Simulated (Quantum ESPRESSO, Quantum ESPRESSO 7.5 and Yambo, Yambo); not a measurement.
**SrTiO3 (Tausonite): G0W0 with Yambo, start to end**

Wanted: ground state, empty states, screening and self-energy for SrTiO3 (Tausonite).

Main program and level: Quantum ESPRESSO 7.5 and Yambo 5.3.0; PBE and many-body steps on it, plane waves.

**Experimental background.**

- Gap 3.77 eV: direct gap (M0 critical point); spectroscopic ellipsometry, second-derivative fit; 300 K; bulk crystal (commercial single crystal) (“Optical probe of ferroelectric order in bulk and thin film perovskite titanates”, 2013, arxiv:1309.1245).

Most raw output is cut from this account.

## 1. The structure

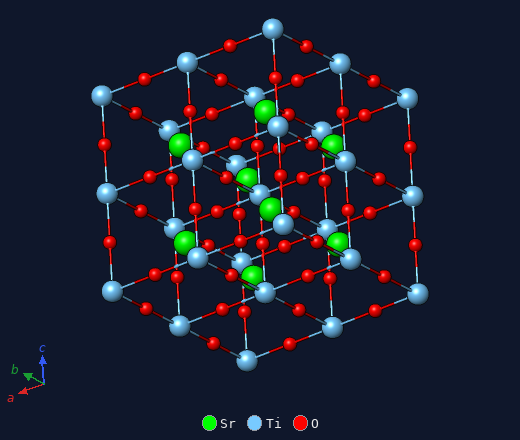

Start, viewed from a free direction; strontium green, titanium blue, oxygen red. 2×2×2 cells are drawn. Some periodic images of atoms are drawn too.

The cell and positions come from the Crystallography Open Database and are kept as given unless a step says otherwise.

## 2. Ground state

This step: Quantum ESPRESSO 7.5; DFT, PBE, plane waves, norm-conserving pseudopotentials.

The ground-state density comes first.

The input, pw.in:

```
&control
  calculation = 'scf'
  prefix = 'x'
  outdir = 'o'
  pseudo_dir = 'pseudo'
/
&system
  ibrav = 0
  nat = 5
  ntyp = 3
  ecutwfc = 76.0
  nbnd = 26
  force_symmorphic = .true.
/
&electrons
  conv_thr = 1e-10
  electron_maxstep = 80
  mixing_beta = 0.5
/
ATOMIC_SPECIES
  Sr 87.62 Sr.upf
  Ti 47.867 Ti.upf
  O 15.999 O.upf
CELL_PARAMETERS angstrom
  3.9052800000 0.0000000000 0.0000000000
  0.0000000000 3.9052800000 0.0000000000
  0.0000000000 0.0000000000 3.9052800000
ATOMIC_POSITIONS crystal
  Sr 0.5000000000 0.5000000000 0.5000000000
  Ti 0.0000000000 0.0000000000 0.0000000000
  O 0.5000000000 0.0000000000 0.0000000000
  O 0.0000000000 0.5000000000 0.0000000000
  O 0.0000000000 0.0000000000 0.5000000000
K_POINTS automatic
  6 6 6 0 0 0
```

Command:

```bash
$ OMP_NUM_THREADS=1 mpirun -n 4 pw.x -nk 4 -in pw.in > pw.out
```

Elapsed: 16 s, on 4 MPI ranks of Arm Neoverse V1, shared host; peak memory 0.32 GiB.

This step gave:

- total energy: -3905.9468 eV
- gap: 1.908 eV
- k of the valence top: -0.5, -0.5, -0.5
- k of the conduction bottom: 0, 0, 0
- least direct gap: 2.263 eV

The gap is indirect, with the least direct gap 0.36 eV higher.

## 3. Bands along the symmetry lines

Levels along a band path, at the cheap level, show where the edges lie and whether the meshes to come will hold them.

The input, pw.in:

```
&control
  calculation = 'bands'
  prefix = 'x'
  outdir = 'o'
  pseudo_dir = 'pseudo'
/
&system
  ibrav = 0
  nat = 5
  ntyp = 3
  ecutwfc = 76.0
  nbnd = 26
  force_symmorphic = .true.
/
&electrons
  conv_thr = 1e-9
  electron_maxstep = 80
  diago_full_acc = .true.
  diago_thr_init = 5e-6
/
ATOMIC_SPECIES
  Sr 87.62 Sr.upf
  Ti 47.867 Ti.upf
  O 15.999 O.upf
CELL_PARAMETERS angstrom
  3.9052800000 0.0000000000 0.0000000000
  0.0000000000 3.9052800000 0.0000000000
  0.0000000000 0.0000000000 3.9052800000
ATOMIC_POSITIONS crystal
  Sr 0.5000000000 0.5000000000 0.5000000000
  Ti 0.0000000000 0.0000000000 0.0000000000
  O 0.5000000000 0.0000000000 0.0000000000
  O 0.0000000000 0.5000000000 0.0000000000
  O 0.0000000000 0.0000000000 0.5000000000
K_POINTS crystal
  50
  0.00000000 0.00000000 0.00000000 1
  0.00000000 0.06250000 0.00000000 1
  0.00000000 0.12500000 0.00000000 1
  0.00000000 0.18750000 0.00000000 1
  0.00000000 0.25000000 0.00000000 1
  0.00000000 0.31250000 0.00000000 1
  0.00000000 0.37500000 0.00000000 1
  0.00000000 0.43750000 0.00000000 1
  0.00000000 0.50000000 0.00000000 1
  0.06250000 0.50000000 0.00000000 1
  0.12500000 0.50000000 0.00000000 1
  0.18750000 0.50000000 0.00000000 1
  0.25000000 0.50000000 0.00000000 1
  0.31250000 0.50000000 0.00000000 1
  0.37500000 0.50000000 0.00000000 1
  0.43750000 0.50000000 0.00000000 1
  0.50000000 0.50000000 0.00000000 1
  0.43750000 0.43750000 0.00000000 1
  0.37500000 0.37500000 0.00000000 1
  0.31250000 0.31250000 0.00000000 1
  0.25000000 0.25000000 0.00000000 1
  0.18750000 0.18750000 0.00000000 1
  0.12500000 0.12500000 0.00000000 1
  0.06250000 0.06250000 0.00000000 1
  0.00000000 0.00000000 0.00000000 1
  0.06250000 0.06250000 0.06250000 1
  0.12500000 0.12500000 0.12500000 1
  0.18750000 0.18750000 0.18750000 1
  0.25000000 0.25000000 0.25000000 1
  0.31250000 0.31250000 0.31250000 1
  0.37500000 0.37500000 0.37500000 1
  0.43750000 0.43750000 0.43750000 1
  0.50000000 0.50000000 0.50000000 1
  0.43750000 0.50000000 0.43750000 1
  0.37500000 0.50000000 0.37500000 1
  0.31250000 0.50000000 0.31250000 1
  0.25000000 0.50000000 0.25000000 1
  0.18750000 0.50000000 0.18750000 1
  0.12500000 0.50000000 0.12500000 1
  0.06250000 0.50000000 0.06250000 1
  0.00000000 0.50000000 0.00000000 1
  0.50000000 0.50000000 0.50000000 1
  0.50000000 0.50000000 0.43750000 1
  0.50000000 0.50000000 0.37500000 1
  0.50000000 0.50000000 0.31250000 1
  0.50000000 0.50000000 0.25000000 1
  0.50000000 0.50000000 0.18750000 1
  0.50000000 0.50000000 0.12500000 1
  0.50000000 0.50000000 0.06250000 1
  0.50000000 0.50000000 0.00000000 1
```

Wall time 11 s (4 MPI ranks); peak memory 0.26 GiB.

This step gave:

```yaml
gap: 1.908 eV
k_of_the_valence_top: 0.5, 0.5, 0.5
k_of_the_conduction_bottom: 0, 0, 0
least_direct_gap: 2.263 eV
```

The gap is 1.908 eV, as in the run before at this level.

The electronic bands at the labelled points (eV, zero at the top of the highest filled band):

```
    point  band 17  band 18  band 19  band 20  band 21  band 22  band 23  band 24
        Γ    -1.17    -0.36    -0.36    -0.36     1.91     1.91     1.91     4.39
        X    -2.34    -1.96    -0.73    -0.73     2.07     3.83     3.83     4.40
        M    -1.72    -1.55    -1.55    -0.09     3.84     3.84     4.30     5.37
        Γ    -1.17    -0.36    -0.36    -0.36     1.91     1.91     1.91     4.39
        R    -3.71     0.00     0.00     0.00     4.52     4.52     4.52     7.00
        X    -2.34    -1.96    -0.73    -0.73     2.07     3.83     3.83     4.40
jump to R    -3.71     0.00     0.00     0.00     4.52     4.52     4.52     7.00
        M    -1.72    -1.55    -1.55    -0.09     3.84     3.84     4.30     5.37
```

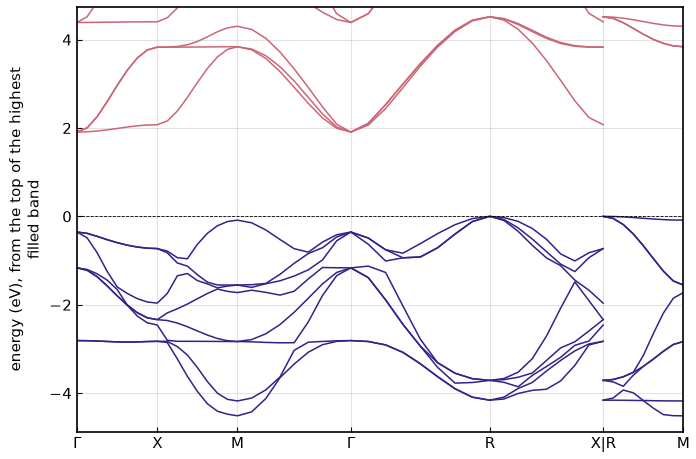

Electronic bands along the path; lines of filled and empty bands in two colours.

## 4. Empty states on the mesh, 4×4×4 mesh, 107 bands

The sums over transitions need many empty states on a uniform mesh; this step solves for them.

The input, pw.in:

```
&control
  calculation = 'nscf'
  prefix = 'x'
  outdir = 'o'
  pseudo_dir = 'pseudo'
/
&system
  ibrav = 0
  nat = 5
  ntyp = 3
  ecutwfc = 76.0
  nbnd = 107
  force_symmorphic = .true.
/
&electrons
  conv_thr = 1e-9
  electron_maxstep = 80
  diago_full_acc = .true.
  diago_thr_init = 5e-6
/
ATOMIC_SPECIES
  Sr 87.62 Sr.upf
  Ti 47.867 Ti.upf
  O 15.999 O.upf
CELL_PARAMETERS angstrom
  3.9052800000 0.0000000000 0.0000000000
  0.0000000000 3.9052800000 0.0000000000
  0.0000000000 0.0000000000 3.9052800000
ATOMIC_POSITIONS crystal
  Sr 0.5000000000 0.5000000000 0.5000000000
  Ti 0.0000000000 0.0000000000 0.0000000000
  O 0.5000000000 0.0000000000 0.0000000000
  O 0.0000000000 0.5000000000 0.0000000000
  O 0.0000000000 0.0000000000 0.5000000000
K_POINTS automatic
  4 4 4 0 0 0
```

Run time: 13 s. Hardware: 4 MPI ranks; peak memory 0.38 GiB; 51 s of CPU time.

This step gave:

```yaml
gap: 1.908 eV
k_of_the_valence_top: -0.5, -0.5, -0.5
k_of_the_conduction_bottom: 0, 0, 0
least_direct_gap: 2.263 eV
k_points_computed: 10
lowest_point_of_the_top_converged_band_above_the_valence_top: 62.8065 eV
```

On this mesh the gap is 1.908 eV.

## 5. Conversion and set-up

This step: Yambo 5.3.0; conversion and set-up on PBE, plane waves, norm-conserving pseudopotentials.

The states are converted to the many-body program's format and the q mesh is built.

Command:

```bash
$ (cd o/x.save; p2y > p2y.log; mv SAVE ../..); yambo > setup.log
```

The job ended after 3.3 s (1 MPI rank; peak memory 0.25 GiB).

## 6. Screening and self-energy, 4×4×4 mesh, 107 bands, screening to 122.5 eV

G0W0 replaces the xc potential by the self-energy, built once from these orbitals. Only a window of levels is corrected, while the sums run over the empty bands that the input names.

This step: G0W0 on PBE, plane waves, norm-conserving pseudopotentials.

The input, gw1.in:

```
HF_and_locXC
gw0
dyson
ppa
em1d
rim_cut
RandQpts= 1000000
RandGvec= 1 RL
EXXRLvcs= 76 Ry
VXCRLvcs= 304 Ry
Chimod= "HARTREE"
% BndsRnXp
 1 | 107 |
%
NGsBlkXp= 9 Ry
% LongDrXp
 1 | 1 | 1 |
%
% GbndRnge
 1 | 107 |
%
DysSolver= "n"
ExtendOut
PPAPntXp= 27.21138 eV
% QPkrange
 10 | 10 | 19 | 22 |
 1 | 1 | 19 | 22 |
%
```

Command:

```bash
$ OMP_NUM_THREADS=1 mpirun -n 4 yambo -F gw1.in -J gw1 -C gw1 > gw1.log
```

It took 1.8 min on 4 MPI ranks; peak memory 1.7 GiB; 7.2 min of CPU time.

Numbers from this step:

| Item | Value |
| --- | --- |
| G0W0 gap on the points computed | 3.489 eV |
| starting gap on the mesh | 1.908 eV |
| k of the valence top | -0.5, -0.5, -0.5 |
| k of the conduction bottom | 0, 0, 0 |
| least direct G0W0 gap on the computed points | 3.857 eV |
| Z at the valence top | 0.7678 |
| Z at the conduction bottom | 0.7802 |

The gap on the mesh goes from 1.91 eV to 3.49 eV, a correction of +1.58 eV.

Limits: finite bands, cutoff and mesh; no spin-orbit coupling; coarse k mesh. v1 is the top filled band, c1 the lowest empty one. The levels before and after the correction (eV, zero at the valence-band top of each column):

```
           conduction bottom  valence top
Kohn-Sham               1.91         0.00
     G0W0               3.49         0.00
```

```
                            level  energy (eV)
Kohn-Sham                 Γ v2-v1       -0.355
Kohn-Sham                 Γ c1-c2        1.908
Kohn-Sham  (-0.5 -0.5 -0.5) v2-v1        0.000
Kohn-Sham  (-0.5 -0.5 -0.5) c1-c2        4.517
     G0W0                 Γ v2-v1       -0.368
     G0W0                 Γ c1-c2        3.489
     G0W0  (-0.5 -0.5 -0.5) v2-v1        0.000
     G0W0  (-0.5 -0.5 -0.5) c1-c2        6.425
```

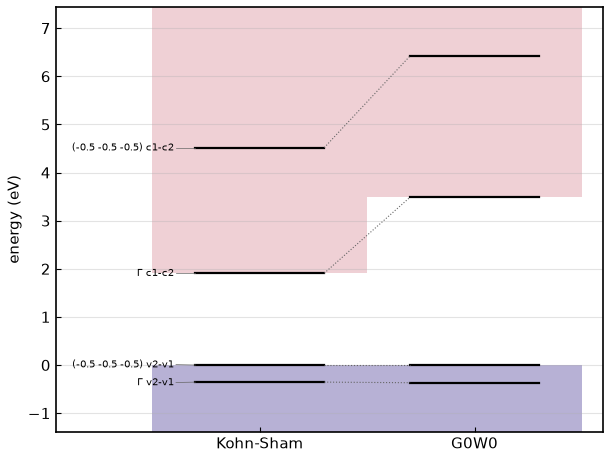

Levels before and after the correction. Shaded: valence and conduction bands.

## 7. Where the time went

Times are wall times on the hardware named with each run, good to a factor of about two.

```
                          step     time  share  memory (GiB)
                  ground state     16 s   10 %          0.32
bands along the symmetry lines     11 s    7 %          0.26
      empty states on the mesh     13 s    8 %          0.38
         conversion and set-up    3.3 s    2 %          0.25
     screening and self-energy  1.8 min   72 %           1.7
```

## 8. Outcome

```
PBE gap              : 1.91 eV, indirect
G0W0 gap on the mesh : 3.49 eV
GW settings          : 4×4×4 mesh, 107 bands, screening to 122.5 eV, Godby-Needs plasmon pole
known limits         : not at the basis limit; no spin-orbit coupling; coarse k mesh
```

What this shows: G0W0 moves the gap on the mesh from 1.91 eV to 3.49 eV (+1.58 eV), with Z of 0.77 and 0.78 at the edges. Only 2 of the mesh's irreducible points were corrected, so a valley elsewhere could overtake. The dearest step here is «screening and self-energy». Against experiment, by G0W0@PBE: the direct gap of 3.86 eV lies +0.09 eV from the measured 3.77 eV (direct, 300 K, 2013). An exciton line or allowed optical edge lies below the quasiparticle gap by the binding energy; a forbidden edge can push the onset above it. The calculation has static nuclei and no excitons; a measured gap holds zero-point and thermal motion, which mostly lowers it. Bands and cutoff are finite, so the gap is not at the basis limit. The miss can reach some tenths of an eV and take either sign; the mesh is an error of its own. In the G0W0 run levels were corrected at 2 k points alone, so a gap called «on the mesh» is the least over those, and an edge elsewhere would be missed. The 4×4×4 mesh is coarse for this cell, which bears on the long-range parts of exchange and screening. This is the ideal cubic cell; many perovskites, halides above all, are cubic only on average, and local tilts or off-centring can widen the gap. The many-body steps are scalar-relativistic: spin-orbit coupling is not in them.

[Paths, hosts, dates, memory and timing lines, banners, echoed tables and standing remarks are left out of the program output.]

[Logs are printed without paths, hosts, clocks, repeated set-up lines and the standing remarks that a program may print on its own settings, such as how far it seeks lower states.]

[Runs of the session that timed out or met a known fault of the program may be left out.]

[Hosts, paths, dates, database ids (printed as entryN), source tags and the programs' standing remarks are cut or masked in the printed files.]
